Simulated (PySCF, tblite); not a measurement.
# C₇H₄F₃−: a rotation path, then NMR shifts on frames, part 2 of 2

tblite 0.8.0 and PySCF 2.14.0. Atoms count from 0.

**5. Nuclear shieldings: image 4, PBE0/pcSseg-1**

The job: settings as JSON, then the geometry in Å.

```
{"job": {"kind": "nmr", "xc": "PBE0", "basis": "pcSseg-1", "pop": false}, "charge": -1, "multiplicity": 1}
F      3.794000    -0.338400    -0.305900
C      2.448900    -0.365500    -0.483700
F      2.194600    -0.910300    -1.683300
C      1.528600     0.063700     0.368400
F      2.055000     0.578600     1.551100
C      0.098800     0.067300     0.193700
C     -0.802600    -0.931000     0.605100
C     -2.081800    -0.504800     0.285300
C     -1.990800     0.755300    -0.310000
C     -0.654200     1.116000    -0.365500
H     -0.529900    -1.863300     1.077200
H     -2.996000    -1.053800     0.469100
H     -2.820900     1.351700    -0.663900
H     -0.244500     2.034000    -0.759800
```

Level: GIAO PBE0/pcSseg-1 NMR shielding, non-relativistic, gas phase.

The program printed:

```text
coarse grid: 13344 points
cycle   1  E = -567.7250276747  dE =  1.858e+00  |g| = 9.306e-01  |ddm| = 3.725e+00
cycle   2  E = -567.4670617013  dE =  2.580e-01  |g| = 1.469e+00  |ddm| = 2.386e+00
cycle   3  E = -567.9128316625  dE = -4.458e-01  |g| = 9.194e-02  |ddm| = 1.520e+00
cycle   4  E = -567.9141597932  dE = -1.328e-03  |g| = 5.665e-02  |ddm| = 1.468e-01
cycle   5  E = -567.9147313769  dE = -5.716e-04  |g| = 2.115e-02  |ddm| = 6.863e-02
cycle   6  E = -567.9148287353  dE = -9.736e-05  |g| = 5.362e-03  |ddm| = 2.630e-02
cycle   7  E = -567.9148345879  dE = -5.853e-06  |g| = 2.164e-03  |ddm| = 6.984e-03
final grid: 134760 points
cycle   8  E = -567.9932236283  dE = -3.472e-05  |g| = 1.042e-02  |ddm| = 3.963e-02
cycle   9  E = -567.9931928706  dE =  3.076e-05  |g| = 1.631e-02  |ddm| = 2.810e-02
cycle  10  E = -567.9932480402  dE = -5.517e-05  |g| = 1.725e-03  |ddm| = 1.673e-02
cycle  11  E = -567.9932486844  dE = -6.442e-07  |g| = 5.060e-04  |ddm| = 1.951e-03
cycle  12  E = -567.9932487447  dE = -6.026e-08  |g| = 1.588e-04  |ddm| = 7.002e-04
cycle  13  E = -567.9932487494  dE = -4.667e-09  |g| = 5.145e-05  |ddm| = 1.856e-04
cycle  14  E = -567.9932487498  dE = -4.688e-10  |g| = 1.045e-05  |ddm| = 5.776e-05
converged SCF energy = -567.9932487498

GIAO shielding tensors (ppm)
atom      isotropic    diamagn.    paramagn.     s11        s22        s33       span
  0 F      290.764     471.017    -180.253    267.024    285.974    319.293     52.270
  1 C       18.272     250.746    -232.474    -41.525     41.231     55.111     96.636
  2 F      299.488     476.366    -176.878    241.555    311.556    345.353    103.798
  3 C       42.661     245.456    -202.795     -0.069     46.752     81.301     81.370
  4 F      294.804     474.024    -179.220    227.404    303.587    353.420    126.017
  5 C       85.164     258.524    -173.359     22.798     79.789    152.906    130.108
  6 C       77.076     247.610    -170.534     -5.101     83.720    152.609    157.710
  7 C       80.280     253.316    -173.036      1.576     81.179    158.085    156.509
  8 C       80.498     253.277    -172.779      1.730     81.403    158.361    156.631
  9 C       76.146     247.780    -171.633     -6.364     83.645    151.159    157.523
 10 H       25.859      32.395      -6.536     23.485     26.409     27.683      4.197
 11 H       26.026      31.952      -5.926     23.712     25.882     28.485      4.773
 12 H       26.037      31.987      -5.950     23.728     25.886     28.498      4.770
 13 H       25.865      32.449      -6.584     23.523     26.335     27.736      4.213
```

It took 20 s on 1 thread of AMD EPYC 9R14, shared host; peak memory 0.86 GiB.

In short: δ C1 168.7, C3 144.3, C9 110.8, C6 109.8, H10 5.86, H13 5.85 ppm.

**6. NMR shieldings: image 6, PBE0/pcSseg-1**

The job: settings as JSON, then the geometry in Å.

```
{"job": {"kind": "nmr", "xc": "PBE0", "basis": "pcSseg-1", "pop": false}, "charge": -1, "multiplicity": 1}
F      3.804300    -0.122900    -0.328600
C      2.459400    -0.089800    -0.545400
F      2.237800     0.034600    -1.872200
C      1.504800    -0.148800     0.394100
F      1.984500    -0.424500     1.661400
C      0.101000    -0.024800     0.233700
C     -0.877800    -0.821400     0.873700
C     -2.115800    -0.407100     0.435800
C     -1.935500     0.673800    -0.447000
C     -0.583500     0.900100    -0.589900
H     -0.666400    -1.647500     1.534300
H     -3.067200    -0.839700     0.713600
H     -2.730000     1.235000    -0.919100
H     -0.116400     1.682400    -1.166400
```

With the program's defaults for keys left out, this is: GIAO PBE0/pcSseg-1 NMR shielding, non-relativistic, gas phase.

The program printed:

```text
coarse grid: 13344 points
cycle   1  E = -567.7219877730  dE =  1.851e+00  |g| = 9.335e-01  |ddm| = 3.772e+00
cycle   2  E = -567.2956769930  dE =  4.263e-01  |g| = 1.655e+00  |ddm| = 2.493e+00
cycle   3  E = -567.9094534875  dE = -6.138e-01  |g| = 1.690e-01  |ddm| = 1.762e+00
cycle   4  E = -567.9154083362  dE = -5.955e-03  |g| = 7.592e-02  |ddm| = 3.145e-01
cycle   5  E = -567.9165220113  dE = -1.114e-03  |g| = 3.488e-02  |ddm| = 1.014e-01
cycle   6  E = -567.9168185509  dE = -2.965e-04  |g| = 6.421e-03  |ddm| = 3.678e-02
cycle   7  E = -567.9168266196  dE = -8.069e-06  |g| = 3.266e-03  |ddm| = 9.054e-03
cycle   8  E = -567.9168290467  dE = -2.427e-06  |g| = 3.541e-04  |ddm| = 3.368e-03
final grid: 134760 points
cycle   9  E = -567.9962435898  dE = -4.570e-05  |g| = 8.745e-03  |ddm| = 4.463e-02
cycle  10  E = -567.9962287564  dE =  1.483e-05  |g| = 1.275e-02  |ddm| = 2.156e-02
cycle  11  E = -567.9962608508  dE = -3.209e-05  |g| = 1.102e-03  |ddm| = 1.256e-02
cycle  12  E = -567.9962610622  dE = -2.114e-07  |g| = 3.909e-04  |ddm| = 1.208e-03
cycle  13  E = -567.9962610905  dE = -2.824e-08  |g| = 1.727e-04  |ddm| = 5.153e-04
cycle  14  E = -567.9962610978  dE = -7.319e-09  |g| = 3.436e-05  |ddm| = 2.169e-04
cycle  15  E = -567.9962610980  dE = -2.201e-10  |g| = 1.337e-05  |ddm| = 4.417e-05
converged SCF energy = -567.9962610980

GIAO shielding tensors (ppm)
atom      isotropic    diamagn.    paramagn.     s11        s22        s33       span
  0 F      305.438     470.754    -165.316    263.542    310.888    341.883     78.340
  1 C       17.227     250.898    -233.671    -23.502     21.658     53.525     77.027
  2 F      317.678     477.314    -159.636    228.293    335.203    389.537    161.244
  3 C       41.157     244.705    -203.548     10.638     35.551     77.281     66.643
  4 F      331.944     473.968    -142.024    298.370    326.908    370.554     72.184
  5 C       83.903     258.544    -174.640     26.733     74.368    150.609    123.876
  6 C       78.371     247.510    -169.139     -5.183     79.126    161.171    166.354
  7 C       78.212     253.253    -175.041     -2.321     79.687    157.270    159.590
  8 C       79.879     253.257    -173.378      1.598     80.699    157.340    155.741
  9 C       77.221     247.645    -170.424     -1.381     78.253    154.790    156.171
 10 H       25.710      32.244      -6.534     22.970     26.287     27.871      4.901
 11 H       25.965      31.888      -5.924     23.765     25.916     28.214      4.450
 12 H       26.097      32.087      -5.990     23.802     26.024     28.467      4.666
 13 H       25.891      32.918      -7.026     23.114     26.418     28.142      5.028
```

Wall time 19 s (1 thread of AMD EPYC 9R14, shared host); peak memory 0.86 GiB.

In short: δ C1 169.7, C3 145.8, C9 109.7, C7 108.7, H10 6.01, H13 5.83 ppm.

**7. Nuclear shieldings: image 8, PBE0/pcSseg-1**

The job: settings as JSON, then the geometry in Å.

```
{"job": {"kind": "nmr", "xc": "PBE0", "basis": "pcSseg-1", "pop": false}, "charge": -1, "multiplicity": 1}
F      3.817300    -0.127500    -0.257500
C      2.495600     0.145200    -0.462400
F      2.383700     0.984400    -1.519100
C      1.480600    -0.346700     0.275200
F      1.901800    -1.179600     1.287000
C      0.090400    -0.137800     0.165000
C     -0.895900    -0.717100     1.003900
C     -2.127100    -0.276300     0.580500
C     -1.936900     0.581100    -0.523000
C     -0.589200     0.670100    -0.782000
H     -0.694800    -1.384700     1.826300
H     -3.082300    -0.538000     1.013800
H     -2.725000     1.080300    -1.069200
H     -0.118800     1.246000    -1.560800
```

With the program's defaults for keys left out, this is: GIAO PBE0/pcSseg-1 NMR shielding, non-relativistic, gas phase.

The program printed:

```text
coarse grid: 13344 points
cycle   1  E = -567.7167020426  dE =  1.859e+00  |g| = 9.388e-01  |ddm| = 3.862e+00
cycle   2  E = -567.2098767697  dE =  5.068e-01  |g| = 1.737e+00  |ddm| = 2.405e+00
cycle   3  E = -567.9078838801  dE = -6.980e-01  |g| = 1.943e-01  |ddm| = 1.732e+00
cycle   4  E = -567.9157248253  dE = -7.841e-03  |g| = 8.941e-02  |ddm| = 3.523e-01
cycle   5  E = -567.9173533370  dE = -1.629e-03  |g| = 4.083e-02  |ddm| = 1.200e-01
cycle   6  E = -567.9177621555  dE = -4.088e-04  |g| = 6.807e-03  |ddm| = 4.197e-02
cycle   7  E = -567.9177710029  dE = -8.847e-06  |g| = 3.367e-03  |ddm| = 9.018e-03
cycle   8  E = -567.9177735609  dE = -2.558e-06  |g| = 4.025e-04  |ddm| = 3.583e-03
final grid: 134760 points
cycle   9  E = -567.9975865226  dE = -4.448e-05  |g| = 9.231e-03  |ddm| = 4.136e-02
cycle  10  E = -567.9975688318  dE =  1.769e-05  |g| = 1.357e-02  |ddm| = 2.226e-02
cycle  11  E = -567.9976055499  dE = -3.672e-05  |g| = 1.193e-03  |ddm| = 1.307e-02
cycle  12  E = -567.9976058175  dE = -2.676e-07  |g| = 4.465e-04  |ddm| = 1.332e-03
cycle  13  E = -567.9976058600  dE = -4.255e-08  |g| = 1.569e-04  |ddm| = 5.222e-04
cycle  14  E = -567.9976058655  dE = -5.527e-09  |g| = 3.088e-05  |ddm| = 1.936e-04
cycle  15  E = -567.9976058657  dE = -1.812e-10  |g| = 1.376e-05  |ddm| = 4.084e-05
converged SCF energy = -567.9976058657

GIAO shielding tensors (ppm)
atom      isotropic    diamagn.    paramagn.     s11        s22        s33       span
  0 F      315.669     469.872    -154.203    253.724    312.019    381.265    127.542
  1 C       14.449     250.746    -236.297    -11.582      2.927     52.003     63.585
  2 F      322.418     477.943    -155.526    239.043    317.250    410.960    171.917
  3 C       39.862     243.994    -204.133     15.288     31.874     72.423     57.134
  4 F      366.216     473.723    -107.507    332.146    377.857    388.645     56.499
  5 C       84.094     257.699    -173.605     29.541     74.206    148.535    118.993
  6 C       80.934     247.075    -166.141     -2.528     81.721    163.610    166.138
  7 C       80.152     253.228    -173.077      0.360     82.207    157.889    157.529
  8 C       77.226     253.109    -175.883     -3.539     79.603    155.613    159.152
  9 C       81.281     247.970    -166.689      6.620     76.314    160.908    154.289
 10 H       25.688      32.386      -6.698     22.528     26.438     28.098      5.570
 11 H       26.081      31.920      -5.839     23.821     26.040     28.382      4.561
 12 H       26.001      32.130      -6.128     23.750     26.143     28.111      4.361
 13 H       25.844      33.225      -7.381     21.967     26.283     29.283      7.316
```

It took 19 s on 1 thread of AMD EPYC 9R14, shared host; peak memory 0.85 GiB.

Key values: δ C1 172.5, C3 147.1, C8 109.7, C7 106.8, H10 6.03, H13 5.87 ppm.

**8. Run by run: NMR shifts**

Shifts (ppm) of some atoms, chosen among heavy atoms and hydrogens apart, with basis size and wall time:

```
  frame     C9     C6   H13   H10      F0      F2      F4  functions  time
image 0  106.0  105.7  6.03  5.87  -144.6  -151.3  -195.4        190  22 s
image 2  109.4  108.9  6.02  5.81  -133.7  -146.6  -157.1        190  19 s
image 4  110.8  109.8  5.85  5.86  -119.8  -128.5  -123.9        190  20 s
image 6  109.7  108.6  5.83  6.01  -134.5  -146.7  -161.0        190  19 s
image 8  105.6  106.0  5.87  6.03  -144.7  -151.5  -195.3        190  19 s
```

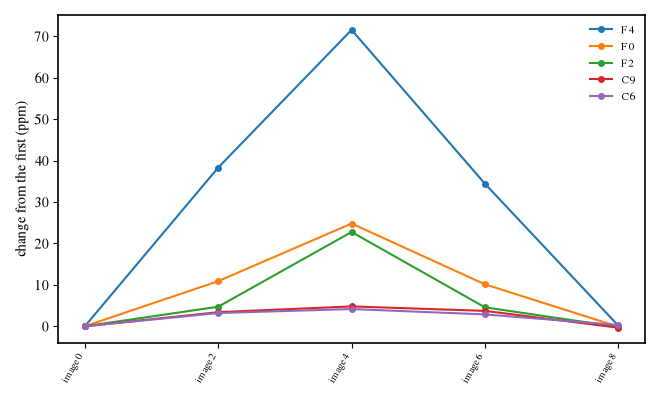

How five of the tabulated atoms move from run to run.

**9. Outcome**

The summary covers parts 1 to 2.

```
                                         quantity                                                value
                                          barrier                  0.444 eV (10.2 kcal/mol) at image 4
                            end to end (GFN2-xTB)                                             0.000 eV
  13C shifts against TMS (PBE0/pcSseg-1, image 0)  172.5, 147.1, 109.7, 106.8, 106.0, 105.7, 102.8 ppm
   1H shifts against TMS (PBE0/pcSseg-1, image 0)                           6.03, 5.87, 5.72, 5.63 ppm
19F shifts against CFCl3 (PBE0/pcSseg-1, image 0)                           -144.6, -151.3, -195.4 ppm
                         range of the shift of F4                                 -195.4 to -123.9 ppm
```

Along the band the dihedral turns by 180°, and the top (dihedral -88°) lies 10.2 kcal/mol above the start (GFN2-xTB, rough), so at room temperature this motion is fast. The top was not checked by a frequency run. Shifts at one fixed geometry are not the observed spectrum, which averages over the motion. NICS(1)zz of -28 ppm above the planar ring from C5 marks a diatropic (aromatic) ring current. In ppm, F4 moves most: its shift spreads over 71.6 ppm, from -195.4 (image 0) to -123.9 (image 4).
